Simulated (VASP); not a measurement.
Band structure of CaF2 (space group Fm-3m). All values below come from PBE GGA, VASP's PBE PAW potentials (set 64) (plane waves; VASP).

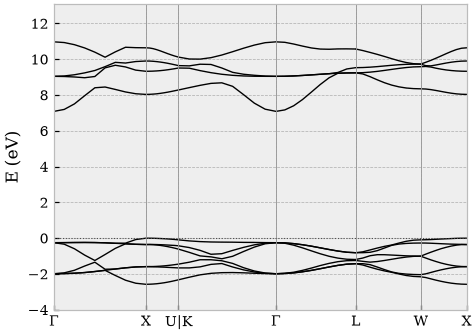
Figure: Bands along high-symmetry lines, zero at the valence-band maximum or, without a gap, the Fermi level

**Question.** Read the plot: is there a gap, and where are the band edges?

**Answer.** The gap is indirect, 7.09 eV, from the valence maximum at X to the conduction minimum at Γ.

The structure is a typed CaF2 crystal (Fm-3m). The cell was not relaxed at this level.
